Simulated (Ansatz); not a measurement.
Cost and result by functional for the adsorption energy of CH3 on the 1x1 (101) surface of anatase TiO2 (cut with top plane O), one in a 2x1 cell, started at the site 'top O', in Ansatz (plane waves, PAW). Single points on the PBE structure, on one kind of machine; costs are rough ratios of the slab run's core time (references not counted) to the cheapest single point. r2SCAN's cost holds its higher cutoff (500 against 420 eV). Differences are taken against r2SCAN for comparison alone: no measured value is at hand, so the table doesn't rank accuracy. The points keep PBE's geometry, so the relaxation of a polaron and the settling of charge on one site are left out.

Host crystal: anatase TiO2, with a band gap (PBE, scalar-relativistic without spin-orbit coupling).

Set-up: 40 atoms, 9.4 Å thick at the start under the adsorbate (thin: gaps and levels are the slab's own); mesh 3x4x1; 0.01 eV smearing; dipole correction on; 14 atoms held, the rest relaxed; no symmetry held; spin-polarised, ending with about 0.5 μB a cell, a value that depends on the mesh; orders that need a larger cell were not tried, no spin-orbit, no U, no dispersion correction. The slab shows no gap over 0.04 eV on its mesh. At the end it is bonded to O. In PBE it is, or lies within 0.03 eV of, the lowest of the starts that converged. These notes are the PBE run's. r2SCAN: The program's check for a lower electronic state was not made. Adsorption energies are against CH4(g) − ½ H2(g). A negative adsorption energy means that the adsorbate is more stable on the surface than in its reference.

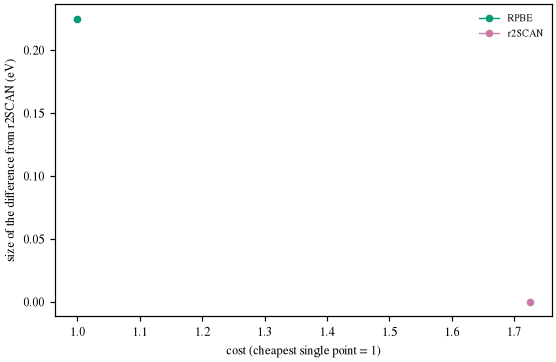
Difference from r2SCAN against cost

```csv
functional,relative cost,adsorption energy (eV),less r2SCAN (eV)
RPBE,1,1.70,0.22
r2SCAN,2,1.47,0.00
PBE (the relaxed run's value),–,1.49,0.02
```

The values span 0.22 eV, while the single points' costs differ by a factor of roughly 2. Differences are of unrounded values.

Ansatz is an electronic-structure program.
